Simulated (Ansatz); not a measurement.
# CH3NO2Si: shift of H7 from Si4 to O5, part 2 of 2

Aim: the minimum-energy path and barrier of the shift of H7 from Si4 to O5. The ends are relaxed first, then joined by a nudged elastic band. SMILES of the start: N=C1O[SiH]1O.

Ansatz 0.2.0; RKS B3LYP/def2-SVP.

## Step 6: The band, image by image

Images 0 and 10 are the ends. Energies count from image 0; the path length is the program's own measure over all atoms.

| image | path (Å) | energy (eV) | H7–Si4 (Å) | H7–O5 (Å) | band force (eV/Å) |
| --- | --- | --- | --- | --- | --- |
| 0 | 0.000 | 0.0000 | 1.47 | 2.49 | - |
| 1 | 0.473 | 0.1351 | 1.47 | 2.44 | 0.027 |
| 2 | 0.946 | 0.5813 | 1.48 | 2.27 | 0.027 |
| 3 | 1.419 | 1.8915 | 1.50 | 1.82 | 0.021 |
| 4* | 1.893 | 3.0951 | 1.62 | 1.34 | 0.023 |
| 5 | 2.463 | 1.9144 | 2.14 | 0.98 | 0.030 |
| 6 | 3.033 | 1.6085 | 2.57 | 0.97 | 0.010 |
| 7 | 3.604 | 1.5500 | 2.68 | 0.97 | 0.005 |
| 8 | 4.174 | 1.5363 | 2.73 | 0.97 | 0.002 |
| 9 | 4.745 | 1.5275 | 2.72 | 0.97 | 0.002 |
| 10 | 5.315 | 1.5224 | 2.60 | 0.97 | - |

The star marks the climbing image.

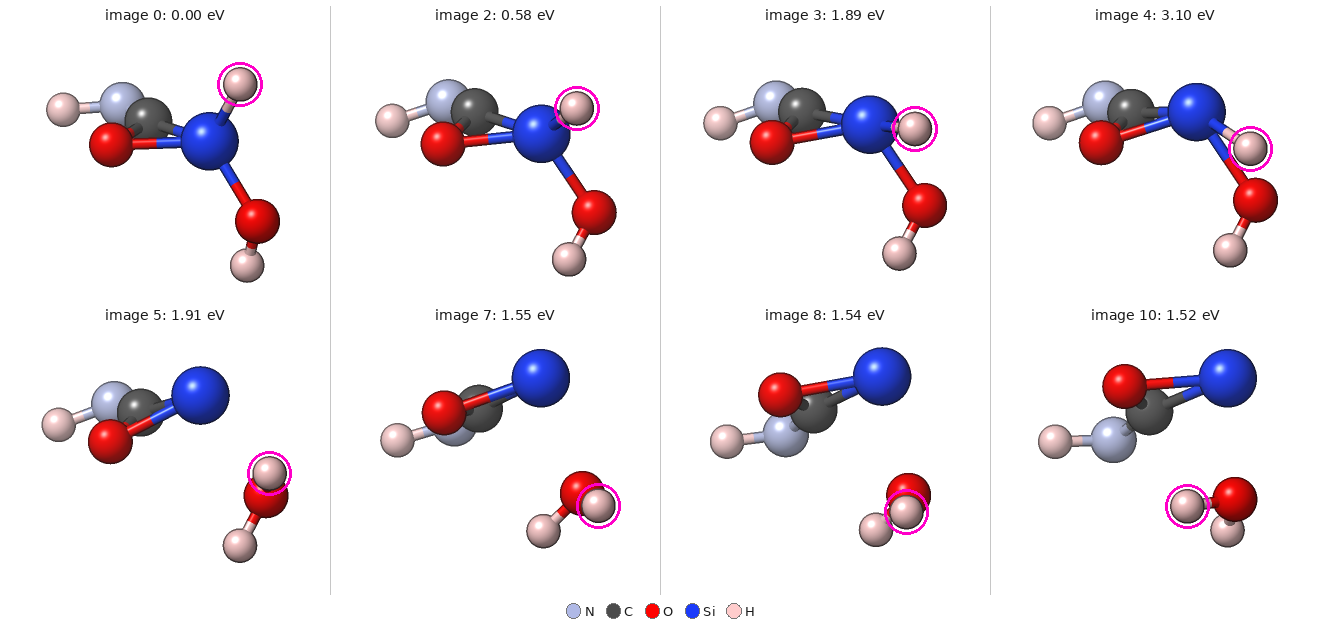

Snapshots along the band, viewed from a free direction. Ringed: H7. Sticks join atoms closer than a bonding distance in each image.

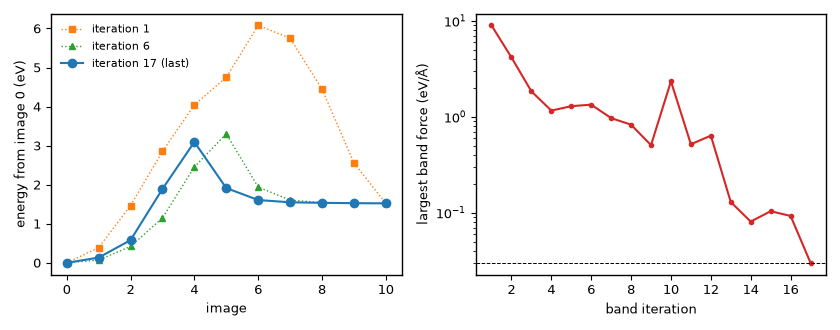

Left: energy of each image for early iterations and the last one (lines only join the points; early values far above the last band run off the scale). Right: the largest band force by iteration, with the threshold dashed.

The top of the band by iteration:

```csv
iteration,highest image above image 0 (eV),largest band force (eV/Å)
1,6.0800,8.990
3,3.2281,1.846
5,3.4152,1.291
7,3.1732,0.969
9,2.8352,0.506
11,3.0960,0.517
13,3.1005,0.129
15,3.0954,0.104
17,3.0951,0.030
```

The band as a trajectory file:

```xyz
8
image=0 dE=0.0000
N    -0.590    2.023    0.503
C    -0.068    0.909    0.272
O     0.427   -0.103    1.133
Si    0.582   -0.586   -0.509
O    -0.307   -1.849   -1.069
H    -0.644    2.206    1.515
H     1.940   -0.771   -1.045
H    -1.248   -1.887   -0.855
8
image=1 dE=0.1351
N    -0.544    2.073    0.522
C     0.008    0.978    0.272
O     0.366   -0.116    1.101
Si    0.596   -0.528   -0.553
O    -0.405   -1.649   -1.219
H    -0.759    2.173    1.526
H     1.925   -0.946   -1.029
H    -1.095   -2.044   -0.676
8
image=2 dE=0.5813
N    -0.579    2.098    0.556
C     0.042    1.040    0.306
O     0.403   -0.060    1.096
Si    0.637   -0.462   -0.569
O    -0.454   -1.484   -1.263
H    -0.864    2.170    1.546
H     1.789   -1.248   -1.055
H    -0.881   -2.111   -0.672
8
image=3 dE=1.8915
N    -0.622    2.122    0.591
C     0.023    1.082    0.345
O     0.403   -0.016    1.103
Si    0.759   -0.358   -0.571
O    -0.292   -1.486   -1.274
H    -0.919    2.181    1.578
H     1.524   -1.513   -1.137
H    -0.784   -2.069   -0.690
8
image=4 dE=3.0951
N    -0.637    2.142    0.604
C    -0.005    1.090    0.359
O     0.385    0.001    1.116
Si    0.929   -0.209   -0.545
O    -0.130   -1.536   -1.284
H    -0.922    2.189    1.593
H     1.195   -1.675   -1.192
H    -0.723   -2.059   -0.708
8
image=5 dE=1.9144
N    -0.664    2.164    0.621
C    -0.020    1.114    0.361
O     0.381    0.035    1.125
Si    1.156   -0.012   -0.484
O    -0.026   -1.538   -1.293
H    -0.948    2.178    1.611
H     0.857   -1.972   -1.284
H    -0.643   -2.025   -0.712
8
image=6 dE=1.6085
N    -0.757    2.079    0.567
C     0.030    1.126    0.313
O     0.556    0.125    1.104
Si    1.317    0.079   -0.517
O     0.004   -1.487   -1.184
H    -1.031    2.060    1.562
H     0.597   -2.228   -1.387
H    -0.624   -1.810   -0.514
8
image=7 dE=1.5500
N    -0.885    1.879    0.506
C     0.059    1.092    0.219
O     0.830    0.258    0.998
Si    1.367    0.155   -0.709
O    -0.001   -1.451   -1.069
H    -1.058    1.866    1.524
H     0.426   -2.315   -1.179
H    -0.646   -1.540   -0.346
8
image=8 dE=1.5363
N    -0.973    1.695    0.524
C     0.053    1.061    0.144
O     1.059    0.441    0.840
Si    1.317    0.209   -0.919
O     0.004   -1.491   -0.995
H    -0.987    1.754    1.555
H     0.393   -2.354   -0.779
H    -0.774   -1.372   -0.424
8
image=9 dE=1.5275
N    -0.984    1.567    0.550
C     0.058    1.026    0.080
O     1.167    0.494    0.682
Si    1.264    0.231   -1.092
O    -0.003   -1.548   -0.951
H    -0.914    1.635    1.578
H     0.349   -2.213   -0.336
H    -0.846   -1.249   -0.567
8
image=10 dE=1.5224
N    -0.958    1.535    0.598
C     0.048    0.995    0.056
O     1.192    0.448    0.584
Si    1.194    0.238   -1.200
O     0.038   -1.619   -0.902
H    -0.829    1.580    1.622
H     0.296   -1.894   -0.004
H    -0.890   -1.341   -0.810
```

## Step 7: Vibrations at the top

The geometry is the highest inner image of the first converged band.

input.yaml reads:

```yaml
crystal:
  periodic: [false, false, false]
  atoms:
    - { symbol: "N", position_ang: [-0.636529, 2.142123, 0.60434] }
    - { symbol: C, position_ang: [-0.005131, 1.089901, 0.359009] }
    - { symbol: O, position_ang: [0.384967, 0.000637, 1.116152] }
    - { symbol: Si, position_ang: [0.928879, -0.209233, -0.545011] }
    - { symbol: O, position_ang: [-0.129846, -1.535967, -1.283729] }
    - { symbol: H, position_ang: [-0.921798, 2.189012, 1.593435] }
    - { symbol: H, position_ang: [1.194996, -1.675096, -1.191996] }
    - { symbol: H, position_ang: [-0.723339, -2.058576, -0.7079] }
basis:
  gaussian: { orbitals: def2-SVP }
hamiltonian:
  xc: b3lyp
phonons: {}
```

The run is started by

```bash
> ansatz run input.yaml --threads 2 --pin off --max-ram 3072MiB --backend cpu --events-out ev --progress --plain --runs-dir out
```

Standard output, shortened:

```text
Warning: RAYON_NUM_THREADS=2 ignored (pool sized by the plan → 2); use --threads N
[...]
Functional definition: B3LYP
[...]
942 factors; integrals over basis functions are off by at most 3.6e-4 eV
[...]
mean field -14537.31835885 eV, -534.2365959395 hartree, gradient 2.2e-5 eV, S^2 0.000000; 0 other end points of the search recorded, 0 dependent functions left out
[...]
reference -14537.31858458 eV, -534.2366042350 hartree; 23, 23 occupied and 66, 66 virtual orbitals, 942 factors
[...]
942 factors; integrals over basis functions are off by at most 3.6e-4 eV
[...]
WARN: phonons: modes at or below zero, which the zero-point energy, F, S and C_V leave out: 1, the lowest at -1512.32 cm⁻¹. A minimum has none, and a first-order saddle one
[...]
Atom 4 at    -0.129846    -1.535967    -1.283729 Å, force     0.004233     0.003623     0.009382 eV/Å
Atom 5 at    -0.921798     2.189012     1.593435 Å, force     0.003029    -0.001482     0.006429 eV/Å
Atom 6 at     1.194996    -1.675096    -1.191996 Å, force     0.000052    -0.003576    -0.003734 eV/Å
Atom 7 at    -0.723339    -2.058576    -0.707900 Å, force    -0.004322    -0.001249    -0.003581 eV/Å
Dipole moment:     0.032701    -0.654970    -0.005717 e Å
Vibrations: -1512.32 143.83 196.62 312.59 365.15 429.13 515.74 642.78 665.68 697.55 850.17 889.86 1007.82 1163.79 1814.07 1867.72 3408.34 3673.50 cm⁻¹, zero-point energy 1.155802 eV
```

Wall time 23 s (2 threads of AMD EPYC 9R45 (Zen 5), shared host); peak memory 0.19 GiB.

Of 18 modes, 1 is imaginary by more than 30 cm⁻¹ (1512i cm⁻¹).

## Step 8: Dynamics from the top

It starts at the highest inner image of the first converged band: 200 steps of 0.5 fs at constant energy, with velocities drawn for 300 K.

Changes to input.yaml since step 7:

```diff
@@ -15,2 +15,8 @@
   xc: b3lyp
-phonons: {}
+md:
+  timestep: 0.5
+  n_steps: 200
+  ensemble: nve
+  temperature: 300.0
+  initial_velocities: maxwell_boltzmann
+  seed: 5713
```

The run is started by

```bash
> ansatz run input.yaml --threads 2 --pin off --max-ram 3072MiB --backend cpu --events-out ev --progress --plain --runs-dir out
```

Standard output, shortened:

```text
Warning: RAYON_NUM_THREADS=2 ignored (pool sized by the plan → 2); use --threads N
[...]
Functional definition: B3LYP
[...]
942 factors; integrals over basis functions are off by at most 3.6e-4 eV
[...]
mean field -14537.31835885 eV, -534.2365959395 hartree, gradient 2.2e-5 eV, S^2 0.000000; 0 other end points of the search recorded, 0 dependent functions left out
[...]
reference -14537.31858458 eV, -534.2366042350 hartree; 23, 23 occupied and 66, 66 virtual orbitals, 942 factors
[...]
md step    96: t =    48.00 fs  T =  1345.9 K  F+E_penalty+E_count = -14538.12880613 eV  E_kin = 1.043816 eV  conserved = -14537.08498985 eV  (31 SCF iters)
md step    97: t =    48.50 fs  T =  1468.9 K  F+E_penalty+E_count = -14538.22991298 eV  E_kin = 1.139251 eV  conserved = -14537.09066202 eV  (31 SCF iters)
md step    98: t =    49.00 fs  T =  1544.5 K  F+E_penalty+E_count = -14538.29030403 eV  E_kin = 1.197867 eV  conserved = -14537.09243693 eV  (30 SCF iters)
```

## Step 9: More of the same log: dynamics from the highest image of the converged band

Output, continued, shortened:

```text
md step    99: t =    49.50 fs  T =  1527.1 K  F+E_penalty+E_count = -14538.27536610 eV  E_kin = 1.184382 eV  conserved = -14537.09098384 eV  (32 SCF iters)
[...]
md step   124: t =    62.00 fs  T =   967.9 K  F+E_penalty+E_count = -14537.83503028 eV  E_kin = 0.750693 eV  conserved = -14537.08433691 eV  (34 SCF iters)
[...]
Atom 4 at    -0.945155    -2.260971    -1.339216 Å, force     1.602656    -0.241904     0.743871 eV/Å
Atom 5 at    -1.619148     1.437110     1.024725 Å, force    -0.479813    -0.126944     0.460082 eV/Å
Atom 6 at    -1.889023    -2.275296    -1.325798 Å, force    -1.247436     0.023487     0.053386 eV/Å
Atom 7 at    -0.695298    -2.506995    -0.418544 Å, force    -0.271846     0.322584    -0.803879 eV/Å
Dipole moment:     0.168702    -0.425476     0.123202 e Å
```

It took 2.2 min on 2 threads of AMD EPYC 9R45 (Zen 5), shared host; peak memory 0.19 GiB.

## Step 10: Frames and traces

One step in 15; energies are changes from step 0:

```
time (fs)  T (K)  potential energy change (meV/atom)  total energy change (meV/atom)  H7–Si4 (Å)  H7–O5 (Å)
      0.0    300                                 0.0                            0.00        1.62       1.34
      7.5    728                               -41.6                           -0.10        1.78       1.06
     15.0   1005                               -68.1                            0.21        2.51       1.14
     22.5   1509                              -117.5                           -0.29        2.94       1.04
     30.0   1512                              -118.2                           -0.67        3.10       0.92
     37.5   1337                              -100.7                           -0.12        3.13       0.90
     45.0   1613                              -127.8                           -0.51        3.00       1.02
     52.5   1069                               -74.3                            0.23        2.75       1.11
     60.0   1109                               -78.4                            0.02        2.76       1.07
     67.5   1282                               -95.9                           -0.73        2.92       0.98
     75.0    911                               -59.0                            0.23        3.21       0.89
     82.5   1152                               -83.3                           -0.67        3.65       0.91
     90.0   1182                               -85.9                           -0.37        4.14       1.02
     97.5    911                               -58.9                            0.26        4.58       1.09
    100.0   1362                              -103.9                           -0.96        4.59       0.94
```

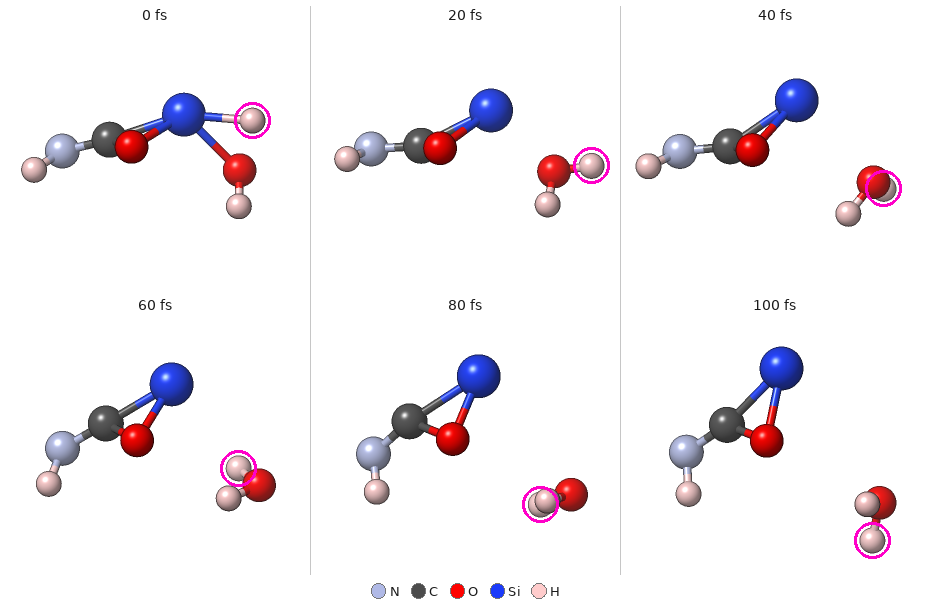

Six frames of the run, seen from a chosen angle. Sticks join atoms within a bonding distance in each frame.

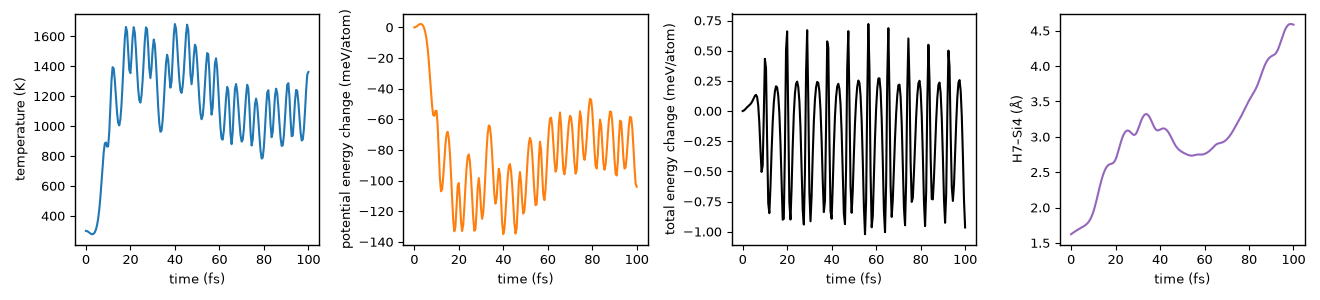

Time series of the run, each on its own scale.

Bonds that form or break, judged by distance (formed within 1.15 times the sum of covalent radii and held on average over 12 fs, broken when stretched by half; pairs already stretched at the start don't count as bonds):

```csv
time (fs),bond,event
7.5,O5–H7,forms
12.0,Si4–H7,breaks
41.5,Si4–O5,breaks
```

The last frame stands with the bonds of end B.

## Step 11: Dynamics from the top

It starts at the highest inner image of the first converged band: 200 steps of 0.5 fs at constant energy, with velocities drawn for 100 K.

Changes to input.yaml since step 8:

```diff
@@ -19,4 +19,4 @@
   ensemble: nve
-  temperature: 300.0
+  temperature: 100.0
   initial_velocities: maxwell_boltzmann
-  seed: 5713
+  seed: 5714
```

The run is started by

```bash
> ansatz run input.yaml --threads 2 --pin off --max-ram 3072MiB --backend cpu --events-out ev --progress --plain --runs-dir out
```

Standard output, shortened:

```text
Warning: RAYON_NUM_THREADS=2 ignored (pool sized by the plan → 2); use --threads N
[...]
Functional definition: B3LYP
[...]
942 factors; integrals over basis functions are off by at most 3.6e-4 eV
[...]
mean field -14537.31835885 eV, -534.2365959395 hartree, gradient 2.2e-5 eV, S^2 0.000000; 0 other end points of the search recorded, 0 dependent functions left out
[...]
reference -14537.31858458 eV, -534.2366042350 hartree; 23, 23 occupied and 66, 66 virtual orbitals, 942 factors
[...]
md step    96: t =    48.00 fs  T =  1798.8 K  F+E_penalty+E_count = -14538.63586968 eV  E_kin = 1.395042 eV  conserved = -14537.24082747 eV  (31 SCF iters)
md step    97: t =    48.50 fs  T =  1874.3 K  F+E_penalty+E_count = -14538.69456307 eV  E_kin = 1.453614 eV  conserved = -14537.24094946 eV  (31 SCF iters)
md step    98: t =    49.00 fs  T =  1965.0 K  F+E_penalty+E_count = -14538.76504564 eV  E_kin = 1.523955 eV  conserved = -14537.24109027 eV  (32 SCF iters)
```

## Step 12: The output, continued: dynamics from the highest image of the converged band

The log, continued, shortened:

```text
md step    99: t =    49.50 fs  T =  2068.3 K  F+E_penalty+E_count = -14538.84532912 eV  E_kin = 1.604069 eV  conserved = -14537.24126001 eV  (33 SCF iters)
[...]
md step   124: t =    62.00 fs  T =  1763.5 K  F+E_penalty+E_count = -14538.60898415 eV  E_kin = 1.367719 eV  conserved = -14537.24126520 eV  (32 SCF iters)
[...]
Atom 4 at    -0.036913    -1.483416    -1.398372 Å, force    -1.765769     1.839425     1.395844 eV/Å
Atom 5 at    -0.792537     1.716482     1.538789 Å, force    -0.904990     1.329063     1.042602 eV/Å
Atom 6 at     1.829289    -0.655309    -1.594571 Å, force     0.578604     1.156513     2.026786 eV/Å
Atom 7 at    -1.012760    -1.294304    -1.408700 Å, force     0.810876    -0.745073     0.040696 eV/Å
Dipole moment:    -0.064985    -0.115312    -0.072760 e Å
```

Wall time 2.2 min (2 threads of AMD EPYC 9R45 (Zen 5), shared host); peak memory 0.19 GiB.

## Step 13: The trajectory

One step in 15; energies are changes from step 0:

```csv
time (fs),T (K),potential energy change (meV/atom),total energy change (meV/atom),H7–Si4 (Å),H7–O5 (Å)
0.0,100,0.0,0.00,1.62,1.34
7.5,61,3.9,0.04,1.62,1.37
15.0,727,-60.7,0.13,1.54,1.65
22.5,3208,-301.6,-0.32,1.70,2.70
30.0,1705,-155.7,-0.04,1.79,3.21
37.5,1050,-91.7,0.33,1.31,2.81
45.0,1744,-159.4,-0.02,1.89,3.05
52.5,2655,-248.1,-0.45,1.57,2.31
60.0,2022,-186.5,-0.20,1.62,2.10
67.5,1838,-168.5,-0.05,1.76,2.62
75.0,1424,-128.3,0.02,1.36,2.75
82.5,2078,-191.8,-0.04,1.73,3.12
90.0,2191,-202.8,-0.04,1.40,2.37
97.5,1119,-98.8,0.07,1.66,2.05
100.0,1862,-170.8,-0.01,1.59,2.05
```

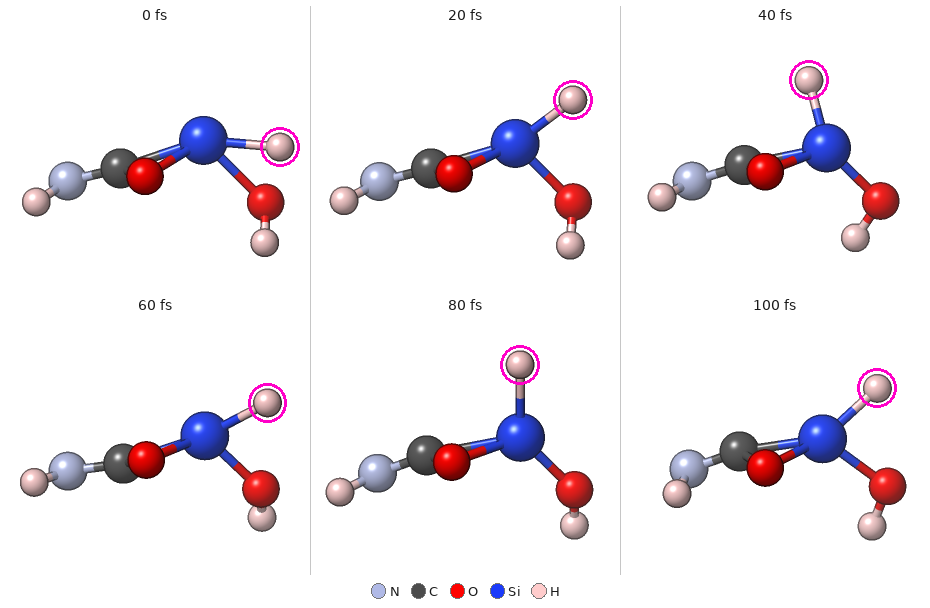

Six frames of the run, seen from a chosen angle. Sticks join atoms within a bonding distance in each frame.

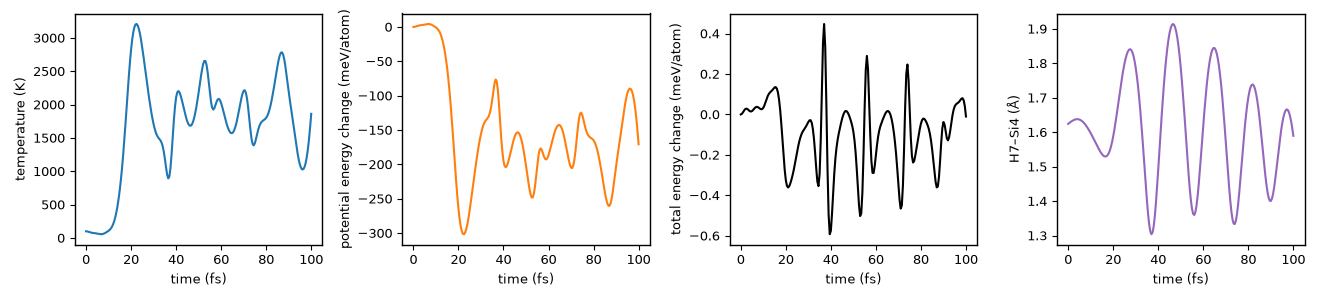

Traces against time; each panel has its own scale.

The last frame stands with the bonds of end A.

## Step 14: What came out

The summary covers parts 1 to 2.

```
                         quantity                               value
                            end A             7 moves, 0.808 eV lower
                            end B            34 moves, 2.226 eV lower
                 barrier forwards                             3.10 eV
                barrier backwards                             1.57 eV
     second end relative to first                           +1.522 eV
                    highest image              4 of 0 to 10, climbing
                  band iterations                                  17
               pieces at the ends             CH3NO2Si → CHNOSi + H2O
       imaginary modes at the top                          1512i cm⁻¹
trajectory at 300 K, after 100 fs  with the bonds of end B, at 1362 K
trajectory at 100 K, after 100 fs  with the bonds of end A, at 1862 K
```

What this shows: Along this path the system climbs 3.10 eV from the first end (120 kT at 300 K); with a typical attempt rate of 10^13 per second that is roughly 10^-39 events a second. The second end lies 1.52 eV above the first, so the way back costs 1.57 eV. By distance, end A alone has Si4–O5, Si4–H7 and end B alone has O5–H7. One imaginary mode, as a first-order saddle point has. These are electronic energies, with no zero-point or thermal terms. Tunnelling, which matters where hydrogen moves, is missing too.
